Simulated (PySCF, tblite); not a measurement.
# C5H6F2: magnetic properties

Aim: compute the magnetic properties of C5H6F2 (`FC[C@H]1C=C(F)C1`).

Computed with tblite 0.8.0 and PySCF 2.14.0 and routines of our own; the level stands in each step. Atoms count from 0.

## 1. The system as given

13 atoms, charge 0, multiplicity 1; geometry from: force field or distance geometry start.

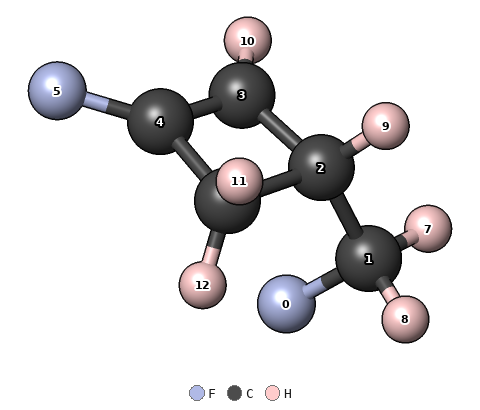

The starting geometry (fluorine light blue, carbon dark grey, hydrogen pink).

## 2. Optimising the geometry with GFN2-xTB, one coordinate held

What the job is given:

```
{"job": {"kind": "relax", "xc": "GFN2-xTB", "basis": "xTB"}, "charge": 0, "multiplicity": 1}
F     -2.097100    -1.221000     0.582500
C     -1.583700     0.022200     0.353900
C     -0.322300    -0.155800    -0.480300
C      0.613800    -1.256800    -0.078600
C      0.472500    -1.941600    -1.217200
F      1.000200    -3.083000    -1.693200
C     -0.519800    -0.946200    -1.799200
H     -1.364200     0.477600     1.341300
H     -2.329000     0.613500    -0.152700
H      0.152200     0.817800    -0.640000
H      1.204400    -1.441800     0.820600
H     -0.203000    -0.418400    -2.695100
H     -1.535600    -1.335400    -1.961000
```

On the command line:

```sh
OMP_NUM_THREADS=1 python excited_run.py task.json out
```

The driver reads the jobs from task.json and runs them one after another.

What it wrote:

```text
step      E/eV     max force
  0    -630.59287    1.290
  1    -630.64046    0.680
  2    -630.65379    0.376
  3    -630.66417    0.208
  4    -630.66832    0.280
  5    -630.67357    0.215
  6    -630.67552    0.138
  7    -630.67661    0.080
  8    -630.67739    0.087
  9    -630.67787    0.074
 10    -630.67813    0.065
 11    -630.67831    0.077
 12    -630.67843    0.093
 13    -630.67849    0.091
 14    -630.67853    0.083
 15    -630.67855    0.079
 16    -630.67856    0.075
 17    -630.67858    0.073
 18    -630.67859    0.078
 19    -630.67861    0.088
 20    -630.67864    0.096
 21    -630.67865    0.097
 22    -630.67867    0.091
```

It took 0.15 s on 1 thread of Intel Xeon Platinum 8375C at 2.90GHz, shared host.

One coordinate is held by a constraint (a dihedral, as typed in the start), so the force along it need not vanish.

The steps of the relaxation:

```csv
step,energy from step 0 (eV),largest force (eV/Å)
0,0.0000,1.2904
1,-0.0476,0.6800
2,-0.0609,0.3758
3,-0.0713,0.2079
4,-0.0755,0.2797
5,-0.0807,0.2147
6,-0.0827,0.1383
7,-0.0837,0.0796
8,-0.0845,0.0870
9,-0.0850,0.0738
10,-0.0853,0.0649
11,-0.0854,0.0772
12,-0.0856,0.0927
13,-0.0856,0.0909
14,-0.0857,0.0834
15,-0.0857,0.0792
16,-0.0857,0.0750
17,-0.0857,0.0729
18,-0.0857,0.0785
19,-0.0857,0.0885
20,-0.0858,0.0962
21,-0.0858,0.0969
22,-0.0858,0.0912
```

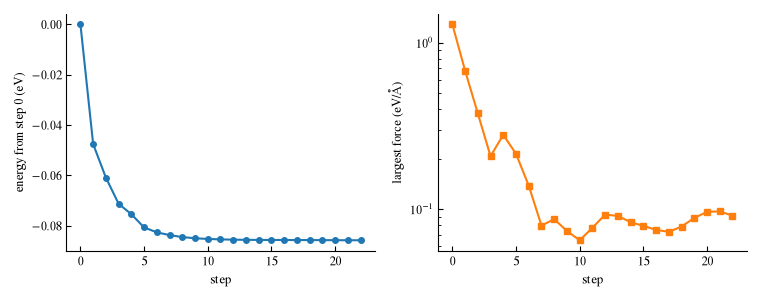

Energy and largest force along the relaxation.

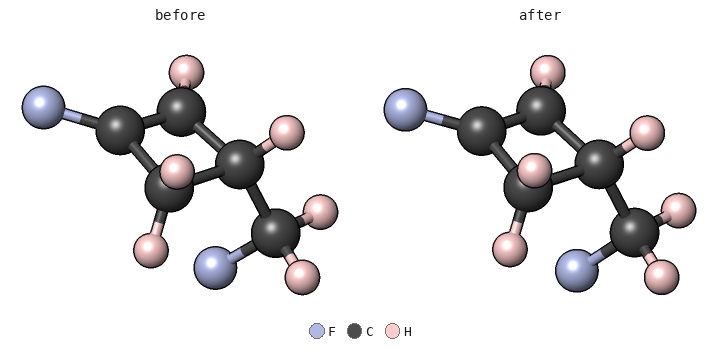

Before and after, at one scale.

Distances of close pairs at the start and the end, largest changes first:

```csv
bond,before (Å),after (Å),change (Å)
C4–C6,1.521,1.496,-0.025
C3–H10,1.092,1.071,-0.020
C1–H8,1.078,1.095,+0.017
C2–C3,1.500,1.516,+0.016
C1–H7,1.109,1.096,-0.014
C4–F5,1.345,1.333,-0.012
C6–H12,1.100,1.088,-0.012
C3–C4,1.336,1.325,-0.011
```

The end geometry stands in the next job.

## 3. Magnetic properties: GIAO HF/pcSseg-1

What the job is given:

```
{"job": {"kind": "mag", "xc": "HF", "basis": "pcSseg-1", "isotopologues": 0}, "charge": 0, "multiplicity": 1}
F     -2.148437    -1.211526     0.622988
C     -1.572939     0.004832     0.358035
C     -0.319846    -0.159103    -0.487941
C      0.633426    -1.260388    -0.068182
C      0.458097    -1.916344    -1.206045
F      0.959811    -3.041087    -1.715357
C     -0.511614    -0.953947    -1.815441
H     -1.335839     0.455465     1.328021
H     -2.325525     0.607291    -0.161644
H      0.144965     0.819219    -0.618508
H      1.199433    -1.417691     0.827667
H     -0.176784    -0.448546    -2.719172
H     -1.515659    -1.347049    -1.962090
```

With the program's defaults for keys left out, this is: GIAO HF/pcSseg-1 magnetisability, rotational g tensor and spin-rotation constants, non-relativistic, gas phase.

What it wrote:

```text
final grid: 111480 points
cycle   1  E = -391.4499711685  dE =  1.722e+00  |g| = 7.255e-01  |ddm| = 3.149e+00
cycle   2  E = -391.5530988127  dE = -1.031e-01  |g| = 4.095e-01  |ddm| = 6.984e-01
cycle   3  E = -391.5805272635  dE = -2.743e-02  |g| = 7.664e-02  |ddm| = 2.749e-01
cycle   4  E = -391.5823150960  dE = -1.788e-03  |g| = 1.731e-02  |ddm| = 8.888e-02
cycle   5  E = -391.5824201967  dE = -1.051e-04  |g| = 5.256e-03  |ddm| = 2.588e-02
cycle   6  E = -391.5824310776  dE = -1.088e-05  |g| = 1.844e-03  |ddm| = 7.986e-03
cycle   7  E = -391.5824329994  dE = -1.922e-06  |g| = 7.490e-04  |ddm| = 3.433e-03
cycle   8  E = -391.5824332571  dE = -2.578e-07  |g| = 2.164e-04  |ddm| = 1.238e-03
cycle   9  E = -391.5824332971  dE = -4.000e-08  |g| = 8.111e-05  |ddm| = 5.179e-04
cycle  10  E = -391.5824333022  dE = -5.059e-09  |g| = 2.774e-05  |ddm| = 1.943e-04
cycle  11  E = -391.5824333029  dE = -6.620e-10  |g| = 8.879e-06  |ddm| = 7.633e-05
converged SCF energy = -391.5824333029

Magnetisability tensor (1e-30 J/T^2)
     -974.25      -36.49       16.17
      -36.49     -992.36       10.65
       16.17       10.65     -949.62
isotropic -972.08   principal values   -1025.38   -951.44   -939.43
isotropic susceptibility -58.540 1e-6 cm^3/mol

Inertial axes            a          b          c
rot. const./GHz      5.5920     1.6785     1.6032
chi total           -57.338    -61.265    -57.018
chi diamagnetic    -297.942   -744.758   -767.110
chi paramagnetic    240.604    683.494    710.092
quadrupole/D A       -4.214     -1.123      5.337
g nuclear            0.5980     0.5304     0.5206
g electronic        -0.6321    -0.5390    -0.5348
g total             -0.0341    -0.0086    -0.0142

Spin-rotation constants (kHz, H = +C I.J)
atom  isotope        aa         bb         cc
  0    19F       -0.465      0.491     -0.081
  5    19F        4.338      0.955      2.369
  7     1H       -0.261     -0.197      0.026
  8     1H       -0.302     -0.158     -0.004
  9     1H       -0.589      0.031     -0.170
 10     1H       -0.591     -0.169      0.094
 11     1H       -0.492     -0.014     -0.134
 12     1H       -0.503     -0.119     -0.031
  1    13C*       1.362      0.268      0.394
  2    13C*       0.934      0.201      0.251
  3    13C*       1.796      0.380      0.426
  4    13C*       2.322      0.515      0.526
  6    13C*       0.777      0.279      0.254
* in the singly substituted isotopologue
```

Wall time 8 s (1 thread of Intel Xeon Platinum 8375C at 2.90GHz, shared host); peak memory 0.76 GiB.

From this job:

```csv
quantity,value
magnetisability,-972·10⁻³⁰ J/T²
molar susceptibility,-58.5·10⁻⁶ cm³/mol
"rotational g (a, b, c)","-0.0341, -0.0086, -0.0142"
```

## 4. What came out

| quantity | value |
| --- | --- |
| magnetisability (step 3, GIAO HF/pcSseg-1) | -972·10⁻³⁰ J/T² |
| molar susceptibility (step 3, GIAO HF/pcSseg-1) | -58.5·10⁻⁶ cm³/mol |
| rotational g (a, b, c) (step 3, GIAO HF/pcSseg-1) | -0.0341, -0.0086, -0.0142 |

What this shows: The values above hold for this geometry and these levels alone. Vibrational averaging and real surroundings are missing from these values.
